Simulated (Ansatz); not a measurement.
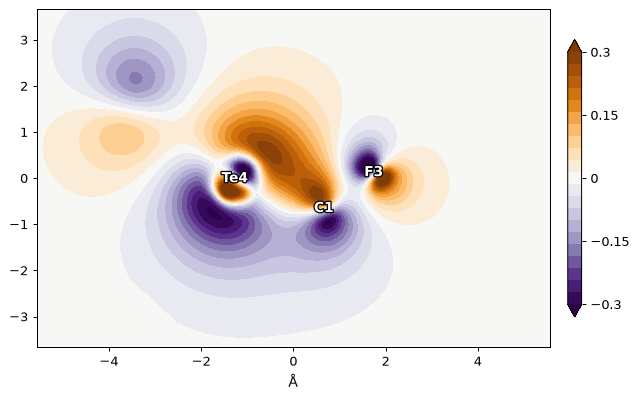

Figure 1: CClFTe (charge −1, doublet). The HOMO (β) on the plane of atoms F3, C1 and Te4 (values in Å⁻³ᐟ²; the overall sign is arbitrary).

Geometry: B3LYP-D3(BJ)/def2-SVPD; core potentials replace the inner electrons of Te.

Computed with isolated molecule in a Gaussian basis; Kohn-Sham density functional theory, functional PBE0 in Ansatz.

Describe this orbital and give its energy.

Answer. By Hirshfeld shares it lies mainly on Te4 (about 50 %), Cl2 (about 35 %) and C1 (about 10 %). Its energy is −2.34 eV.
